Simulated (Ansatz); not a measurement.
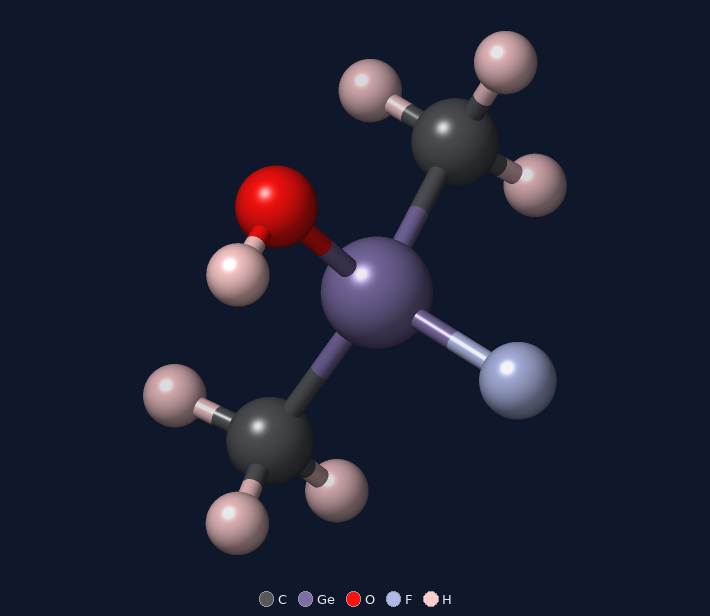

Ball-and-stick drawing of a structure.

Computed geometry: PBE-D4/def2-SVP optimisation. No frequency run is at hand to confirm it as a minimum.

Give the formula.

C₂H₇FGeO, 12 atoms: 2 carbon, 7 hydrogen, 1 fluorine, 1 germanium and 1 oxygen.

Write the SMILES.

[CH3][Ge]([CH3])([OH])[F]

How many bonds of each kind are drawn?

6 C–H, 2 C–Ge, 1 Ge–O, 1 F–Ge, 1 O–H.
